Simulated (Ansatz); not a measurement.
# BGeH3Cl2 (SMILES Cl[B](Cl)[GeH3]) at RPA@PBE/cc-pVDZ

Aim: the energy change on altering one bond length of BGeH3Cl2 at RPA@PBE/cc-pVDZ, from 2 runs. 

Program for the calculation: Ansatz 0.2.0.

72 further runs of the same task are left out: 72 set aside as unsound or not needed.

## 1. The molecule

The species is BGeH3Cl2 (7 atoms), meant as a singlet with charge 0. As SMILES, `Cl[B](Cl)[GeH3]`. The shape is that of a PBE0-D4/def2-TZVP optimisation.

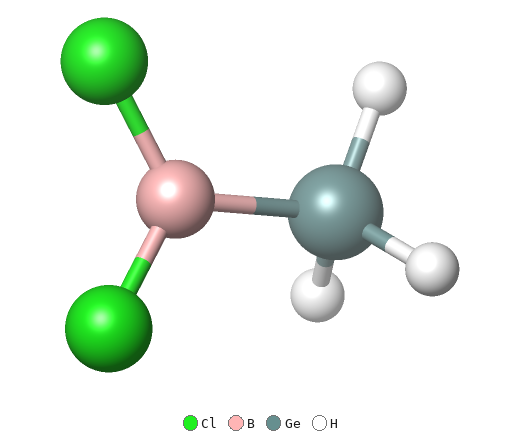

The structure, seen from a chosen angle (chlorine green, boron pink, germanium teal, hydrogen white).

## 2. A single-point energy at RPA@PBE/cc-pVDZ

The input, in.yaml:

```yaml
crystal:
  periodic: [false, false, false]
  atoms:
    - {symbol: Cl, position_ang: [1.749500, -1.428200, 1.208700]}
    - {symbol: B, position_ang: [0.206400, -1.021900, 0.511500]}
    - {symbol: Cl, position_ang: [-1.082400, -2.191800, 0.604700]}
    - {symbol: Ge, position_ang: [-0.123100, 0.798500, -0.412200]}
    - {symbol: H, position_ang: [-0.556200, 0.560600, -1.868300]}
    - {symbol: H, position_ang: [-1.266100, 1.534300, 0.306700]}
    - {symbol: H, position_ang: [1.133300, 1.680500, -0.396700]}
basis:
  gaussian:
    orbitals: cc-pVDZ
accuracy: high
magnetization:
  spin_polarized: false
correlation:
  method: rpa
  frozen_orbitals: {B: 1, Cl: 5, Ge: 9, H: 0}
hamiltonian:
  xc: {name: PBE}
```

Run with:

```
$ ansatz run in.yaml --threads 1 --pin off --max-ram 3480MiB --events-out events.jsonl --progress --plain --runs-dir runs
```

Output:

```text
Warning: RAYON_NUM_THREADS=1 ignored (pool sized by the plan → 1); use --threads N
Functional definition: PBE
  name "PBE"
  parameter kappa = 0.804
  parameter beta = 0.06672455060314922
  exchange = pbe_x(kappa = kappa, mu = beta*pi^2/3)
  correlation = pbe_c(beta = beta)
2113 factors; integrals over basis functions are off by at most 4.4e-9 eV
mean field evaluation 1: about -82268.5029 eV, gradient 1.9e1 eV
mean field evaluation 2: about -82268.5007 eV, gradient 1.9e1 eV
mean field evaluation 4: about -82269.6197 eV, gradient 7.4e0 eV
mean field evaluation 8: about -82269.7744 eV, gradient 7.0e-2 eV
mean field evaluation 16: about -82269.7745 eV, gradient 1.1e-6 eV
mean field -82269.77445397 eV, -3023.3584467275 hartree, gradient 5.7e-8 eV, S^2 0.000000; 0 other end points of the search recorded, 0 dependent functions left out
20 core orbitals not correlated: weight in the atoms' cores, before any rotation towards them, 1.000 or more for the frozen orbitals, at most 0.000 for the correlated occupied ones
reference -82200.11542648 eV, -3020.7985246838 hartree; 17, 17 occupied and 55, 55 virtual orbitals, 2113 factors
Total energy: -82222.04140703 eV, -3021.6042896070 hartree
```

Run time: 16 s. Hardware: 1 thread of Arm Neoverse V1, shared host; peak memory 0.37 GiB.

## 3. The distorted shape, same level

The input, molecule.yaml:

```yaml
crystal:
  periodic: [false, false, false]
  atoms:
    - {symbol: Cl, position_ang: [2.780570, -0.492253, 1.134138]}
    - {symbol: B, position_ang: [1.237470, -0.085953, 0.436938]}
    - {symbol: Cl, position_ang: [-1.082400, -2.191800, 0.604700]}
    - {symbol: Ge, position_ang: [0.907970, 1.734447, -0.486762]}
    - {symbol: H, position_ang: [0.474870, 1.496547, -1.942862]}
    - {symbol: H, position_ang: [-0.235030, 2.470247, 0.232138]}
    - {symbol: H, position_ang: [2.164370, 2.616447, -0.471262]}
basis:
  gaussian: {orbitals: cc-pVDZ}
hamiltonian: {xc: pbe}
correlation: {method: rpa, frozen_orbitals: {B: 1, Cl: 5, Ge: 9, H: 0}}
accuracy: high
```

Run with:

```
$ ansatz run molecule.yaml --threads 1 --pin off --max-ram 3480MiB --events-out events.jsonl --progress --plain --runs-dir runs
```

Output, shortened:

```text
Warning: RAYON_NUM_THREADS=1 ignored (pool sized by the plan → 1); use --threads N
[... 2 set-up lines as earlier in the session ...]
[...]
2072 factors; integrals over basis functions are off by at most 4.6e-9 eV
[...]
mean field -82266.22262678 eV, -3023.2279194856 hartree, gradient 1.7e-8 eV, S^2 0.000000; 5 other end points of the search recorded, 0 dependent functions left out
20 core orbitals not correlated: weight in the atoms' cores, before any rotation towards them, 1.000 or more for the frozen orbitals, at most 0.000 for the correlated occupied ones
reference -82195.55604569 eV, -3020.6309705302 hartree; 17, 17 occupied and 55, 55 virtual orbitals, 2072 factors
Total energy: -82218.48201705 eV, -3021.4734844377 hartree
```

Run time: 22 s. Hardware: 1 thread of Arm Neoverse V1, shared host; peak memory 0.38 GiB.

## 4. Results

At RPA@PBE/cc-pVDZ, 20 core orbitals frozen:

| quantity | value |
| --- | --- |
| first shape: total energy | -3021.60429 Eh |
| first shape: RPA correlation energy (valence) | -805.8 mEh |
| distorted shape: total energy | -3021.47348 Eh |
| distorted shape: RPA correlation energy (valence) | -842.5 mEh |
| energy change with the B2–Cl3 bond stretched from 1.743 to 3.138 Å | 3.559 eV |

What this shows: With the B2–Cl3 bond stretched from 1.743 to 3.138 Å the energy rises by 3.56 eV (343 kJ/mol). The first shape isn't relaxed at this level, so the change isn't measured from a minimum.
